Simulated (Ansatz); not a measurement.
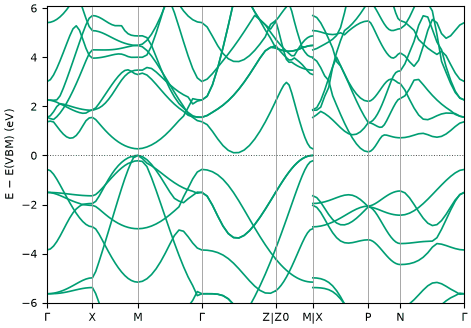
Figure: Band structure from DFT-LDA in the program Ansatz with PAW potentials

Problem. Read off the gap and where the band edges lie.

Solution. About 0.1 eV (0.10 eV by a search for the band edges); maximum at M, minimum on the Γ–Z line, 46 % of the way from Γ.

The material is Si in space group I4/mmm (No. 139; Si on 8h).

The workflow started from a Materials Project entry (that database holds measured and hypothetical structures alike); the Crystallography Open Database copy checked does not list it. It is not the phase usual at ambient conditions (space group No. 227). The cell was relaxed with LDA under the symmetry of its start; phonons on a q-mesh show no instability.

Potentials: the later of the program's two PAW sets.
